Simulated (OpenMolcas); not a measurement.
# Run report: C2H3F2, energy and gradient calculation (part 2 of 2)

The same run, continued: C2H3F2, multiplicity 2, SMILES C[C](F)F; HCTH407/6-31G**, UKS, C-PCM solvent carbontetrachloride (OpenMolcas 26.06). The geometry comes from this level: GFN2-xTB. The settings are looser than a standard set-up, so the numbers are not reference values.

Geometry of the input (Å):
```
C  -0.1740  0.6436  -0.0040
C  0.1782  -0.7612  0.2883
F  -0.6580  -1.7240  -0.1286
F  1.4427  -1.1555  0.0756
H  0.5076  1.3035  0.5270
H  -1.1948  0.8305  0.3185
H  -0.1017  0.8631  -1.0769
```

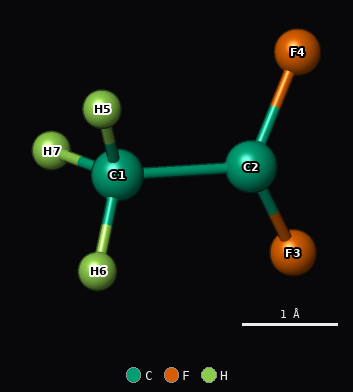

The structure (ball-and-stick view, seen at a tilt; atoms are numbered from 1 in the order of the input).

## Output, continued
```
 *****************************************************************************************************************************
 *                                             SCF/KS-DFT Program, Final results                                             *
 *                                                       Final Results                                                       *
 *****************************************************************************************************************************

::    Total KS-DFT energy                            -277.5864111205
      One-electron energy                            -539.0340887762
      Two-electron energy                             199.0691830821
      Nuclear repulsion energy                         62.3784945736
      Kinetic energy (interpolated)                   275.8070752696
      Virial theorem                                    1.0064513786
      Total spin, S(S+1)                                0.7529090879
      Total spin, S                                     0.5014534876
      Max non-diagonal density matrix element           0.0000095557
      Max non-diagonal Fock matrix element              0.0000008902

      All orbitals with orbital energies smaller than  E(LUMO)+0.5 are printed

++    Molecular orbitals:
      -------------------

      Title: UKS-DFT orbitals (alpha)

      Molecular orbitals for symmetry species 1: a

          Orbital            1         2         3         4         5         6         7         8         9        10
          Energy          -24.2654  -24.2653  -10.0462   -9.9162   -1.1706   -1.1143   -0.7126   -0.5805   -0.5030   -0.4586
          Occ. No.          1.0000    1.0000    1.0000    1.0000    1.0000    1.0000    1.0000    1.0000    1.0000    1.0000

          Orbital           11        12        13        14        15        16        17        18        19        20
          Energy           -0.4556   -0.3858   -0.3748   -0.3660   -0.3466   -0.3404   -0.1550    0.0851    0.0950    0.1122
          Occ. No.          1.0000    1.0000    1.0000    1.0000    1.0000    1.0000    1.0000    0.0000    0.0000    0.0000

          Orbital           21        22        23        24        25        26        27        28        29
          Energy            0.1553    0.1726    0.2163    0.4682    0.4788    0.4979    0.5187    0.5540    0.5831
          Occ. No.          0.0000    0.0000    0.0000    0.0000    0.0000    0.0000    0.0000    0.0000    0.0000

--

      All orbitals with orbital energies smaller than  E(LUMO)+0.5 are printed

++    Molecular orbitals:
      -------------------

      Title: UKS-DFT orbitals (beta)

      Molecular orbitals for symmetry species 1: a

          Orbital            1         2         3         4         5         6         7         8         9        10
          Energy          -24.2629  -24.2628  -10.0369   -9.9161   -1.1605   -1.1067   -0.7003   -0.5654   -0.4920   -0.4477
          Occ. No.          1.0000    1.0000    1.0000    1.0000    1.0000    1.0000    1.0000    1.0000    1.0000    1.0000

          Orbital           11        12        13        14        15        16        17        18        19        20
          Energy           -0.4273   -0.3829   -0.3689   -0.3553   -0.3389   -0.3369   -0.0672    0.0852    0.1048    0.1227
          Occ. No.          1.0000    1.0000    1.0000    1.0000    1.0000    1.0000    0.0000    0.0000    0.0000    0.0000

          Orbital           21        22        23
          Energy            0.1679    0.1890    0.2307
          Occ. No.          0.0000    0.0000    0.0000

--

++    Molecular charges:
      ------------------

      Mulliken charges per centre and basis function type
      ---------------------------------------------------

                            C1                      C2                      F3                      F4                      H5                      H6
                     alpha        beta       alpha        beta       alpha        beta       alpha        beta       alpha        beta       alpha        beta
      1s           0.9963      0.9963      0.9962      0.9963      0.9962      0.9962      0.9962      0.9962      0.2666      0.2631      0.2663      0.2635
      2s           0.3411      0.3391      0.3858      0.3227      0.4872      0.4839      0.4872      0.4839      0.0000      0.0000      0.0000      0.0000
      2px          0.3677      0.3675      0.2626      0.2409      0.5493      0.5521      0.4867      0.4928      0.0000      0.0000      0.0000      0.0000
      2pz          0.3601      0.3611      0.5714      0.1172      0.6126      0.5400      0.6190      0.5495      0.0000      0.0000      0.0000      0.0000
      2py          0.3473      0.3476      0.3390      0.3069      0.5313      0.5359      0.5873      0.5858      0.0000      0.0000      0.0000      0.0000
      *s           0.2996      0.3123      0.2656      0.1384      0.4553      0.4601      0.4553      0.4600      0.1512      0.1524      0.1511      0.1524
      *px          0.1692      0.1707      0.0373      0.0334      0.3205      0.3262      0.2743      0.2839      0.0023      0.0023      0.0035      0.0035
      *pz          0.1726      0.1763      0.2417      0.0919      0.3458      0.3409      0.3526      0.3470      0.0019      0.0019      0.0015      0.0016
      *py          0.1267      0.1446      0.0610      0.0551      0.3083      0.3148      0.3476      0.3510      0.0022      0.0022      0.0013      0.0013
      *200         0.0020      0.0014      0.0079      0.0137      0.0119      0.0125      0.0184      0.0192      0.0000      0.0000      0.0000      0.0000
      *110         0.0022      0.0022      0.0166      0.0159      0.0026      0.0026      0.0023      0.0023      0.0000      0.0000      0.0000      0.0000
      *101         0.0016      0.0016      0.0086      0.0084      0.0015      0.0012      0.0031      0.0021      0.0000      0.0000      0.0000      0.0000
      *020         0.0029      0.0023      0.0059      0.0126      0.0135      0.0140      0.0082      0.0085      0.0000      0.0000      0.0000      0.0000
      *011         0.0050      0.0014      0.0066      0.0065      0.0019      0.0015      0.0004      0.0003      0.0000      0.0000      0.0000      0.0000
      *002         0.0015      0.0012     -0.0014     -0.0109      0.0092      0.0078      0.0082      0.0071      0.0000      0.0000      0.0000      0.0000
      Total        3.1958      3.2257      3.2048      2.3491      4.6471      4.5896      4.6469      4.5897      0.4241      0.4219      0.4237      0.4224
      Total              6.4215                  5.5538                  9.2367                  9.2366                  0.8460                  0.8461

      Charge           -0.4215                  0.4462                 -0.2367                 -0.2366                  0.1540                  0.1539

                            H7
                     alpha        beta
      1s           0.2758      0.2498
      2s           0.0000      0.0000
      2px          0.0000      0.0000
      2pz          0.0000      0.0000
      2py          0.0000      0.0000
      *s           0.1754      0.1454
      *px          0.0013      0.0013
      *pz          0.0035      0.0039
      *py          0.0015      0.0014
      *200         0.0000      0.0000
      *110         0.0000      0.0000
      *101         0.0000      0.0000
      *020         0.0000      0.0000
      *011         0.0000      0.0000
      *002         0.0000      0.0000
      Total        0.4576      0.4016
      Total              0.8592

      Charge            0.1408

      Total electronic charge=   33.000000

      Total            charge=   -0.000000
--

++    Molecular orbitals:
      -------------------

      Title: Natural orbitals

      Molecular orbitals for symmetry species 1: a

          Orbital            1         2         3         4         5         6         7         8         9        10
          Energy          -24.2570  -24.2543   -9.9161   -9.6491   -0.4704   -0.7234   -0.6426   -0.6928   -1.2554   -0.4613
          Occ. No.          2.0000    2.0000    2.0000    2.0000    2.0000    2.0000    2.0000    2.0000    2.0000    2.0000

          Orbital           11        12        13        14        15        16        17        18        19        20
          Energy           -0.3991   -0.4223   -0.5460   -0.5309   -0.4714   -0.5361   -0.1102    0.6183    0.4709    0.3518
          Occ. No.          2.0000    2.0000    1.9998    1.9997    1.9997    1.9993    1.0000    0.0007    0.0003    0.0003

          Orbital           21        22        23        24        25        26        27        28        29        30
          Energy            0.3401    1.0186    1.4470    1.1243    1.6348    1.2463    1.7712    1.4036    0.9834    3.7376
          Occ. No.          0.0002    0.0000    0.0000    0.0000    0.0000    0.0000    0.0000    0.0000    0.0000    0.0000

          Orbital           31        32        33        34        35        36        37        38        39        40
          Energy            3.3651    3.5004    1.4870    0.1925    0.3793    1.2092    1.1894    0.8761    1.3066    1.2212
          Occ. No.          0.0000    0.0000    0.0000    0.0000    0.0000    0.0000    0.0000    0.0000    0.0000    0.0000

          Orbital           41        42        43        44        45        46        47        48        49        50
          Energy            0.9415    1.1761    0.8048    1.5345    1.3336    1.4680    1.0787    1.9327    1.7796    1.6152
          Occ. No.          0.0000    0.0000    0.0000    0.0000    0.0000    0.0000    0.0000    0.0000    0.0000    0.0000

          Orbital           51        52        53        54        55        56        57        58        59        60
          Energy            1.6972    1.5514    2.5692    1.7775    1.8374    1.4359    1.9269    2.0017    1.6850    2.1833
          Occ. No.          0.0000    0.0000    0.0000    0.0000    0.0000    0.0000    0.0000    0.0000    0.0000    0.0000

          Orbital           61        62        63        64        65        66        67        68        69        70
          Energy            2.4693    2.1815    1.8090    2.1371    2.6164    1.8719    1.8386    2.3357    2.8712    3.9765
          Occ. No.          0.0000    0.0000    0.0000    0.0000    0.0000    0.0000    0.0000    0.0000    0.0000    0.0000

          Orbital           71        72        73        74
          Energy            2.2427    2.4748    3.0972    3.1832
          Occ. No.          0.0000    0.0000    0.0000    0.0000

--

++    Molecular properties:
      ---------------------

      Charge (e):
                      =   -0.0000
      Dipole Moment (debye):
      Origin of the operator (angstrom)=    0.2178   -0.8166    0.0334
                   X= -4.8445E-01               Y=  1.8349E+00               Z= -1.3031E-01           Total=  1.9023E+00
      Quadrupole Moment (debye*angstrom):
      Origin of the operator (angstrom)=    0.2178   -0.8166    0.0334
                  XX= -2.2469E+01              XY= -6.0779E-01              XZ= -1.2176E-01              YY= -2.0432E+01
                  YZ=  5.8882E-02              ZZ= -2.1537E+01
      In traceless form (debye*angstrom)
                  XX= -1.4851E+00              XY= -9.1168E-01              XZ= -1.8264E-01              YY=  1.5712E+00
                  YZ=  8.8323E-02              ZZ= -8.6078E-02
--

--- Stop Module: scf /rc=_RC_ALL_IS_WELL_ ---
--- Module scf spent 10 seconds ---

--- Start Module: alaska ---

                                              &ALASKA

                       available to each process: 1.9 GB of memory, 1 thread

--- Stop Module: alaska /rc=_RC_INVOKED_OTHER_MODULE_ ---

--- Start Module: numerical_gradient ---

                                        &NUMERICAL_GRADIENT

                       available to each process: 1.9 GB of memory, 1 thread

 Root to use:                     1
 Number of internal degrees                               15
 Number of constraints                                     0
 Number of displacements                                  30
 Effective number of displacements                        30
 Relative displacements                   1.0000000000000000E-002

   * Point #   1 of   30 done.
    (Perturbation    1)
   * Point #   2 of   30 done.
    (Perturbation    2)
   * Point #   3 of   30 done.
    (Perturbation    3)
   * Point #   4 of   30 done.
    (Perturbation    4)
   * Point #   5 of   30 done.
    (Perturbation    5)
   * Point #   6 of   30 done.
    (Perturbation    6)
   * Point #   7 of   30 done.
    (Perturbation    7)
   * Point #   8 of   30 done.
    (Perturbation    8)
   * Point #   9 of   30 done.
    (Perturbation    9)
   * Point #  10 of   30 done.
    (Perturbation   10)
   * Point #  11 of   30 done.
    (Perturbation   11)
   * Point #  12 of   30 done.
    (Perturbation   12)
   * Point #  13 of   30 done.
    (Perturbation   13)
   * Point #  14 of   30 done.
    (Perturbation   14)
   * Point #  15 of   30 done.
    (Perturbation   15)
   * Point #  16 of   30 done.
    (Perturbation   16)
   * Point #  17 of   30 done.
    (Perturbation   17)
   * Point #  18 of   30 done.
    (Perturbation   18)
   * Point #  19 of   30 done.
    (Perturbation   19)
   * Point #  20 of   30 done.
    (Perturbation   20)
   * Point #  21 of   30 done.
    (Perturbation   21)
   * Point #  22 of   30 done.
    (Perturbation   22)
   * Point #  23 of   30 done.
    (Perturbation   23)
   * Point #  24 of   30 done.
    (Perturbation   24)
   * Point #  25 of   30 done.
    (Perturbation   25)
   * Point #  26 of   30 done.
    (Perturbation   26)
   * Point #  27 of   30 done.
    (Perturbation   27)
   * Point #  28 of   30 done.
    (Perturbation   28)
   * Point #  29 of   30 done.
    (Perturbation   29)
   * Point #  30 of   30 done.
    (Perturbation   30)

 Numerical gradient, root     1
  ---------------------------------------------
                 X           Y           Z
  ---------------------------------------------
  C1          -0.002573    0.005701    0.006511
  C2           0.000200    0.005352   -0.015178
  F3           0.004847   -0.000963    0.004974
  F4          -0.004556   -0.003627    0.003917
  H5          -0.001458   -0.002723   -0.001858
  H6           0.003168   -0.001638   -0.001381
  H7           0.000372   -0.002103    0.003016
  ---------------------------------------------
--- Stop Module: numerical_gradient /rc=_RC_ALL_IS_WELL_ ---
--- Module numerical_gradient spent 4 minutes 26 seconds ---

.##################.
.# Happy landing! #.
.##################.

    Timing: Wall=279.96 User=250.43 System=29.08
```

## Summary

- outcome: converged
- total energy: −277.586411 hartree
- basis functions: 75
- largest force: 0.828 eV/Å
- ⟨S²⟩: 0.753
- dipole moment: 1.90 debye
- wall time: 4.7 min
- peak memory: 0.24 GiB

## Remarks

Settings chosen away from the usual ones: fit set to CD high (from RICD aCD); cdthr set to 0.01 (from default). These settings are looser than, or depart from, a standard set-up, so the numbers are not reference values for this system.
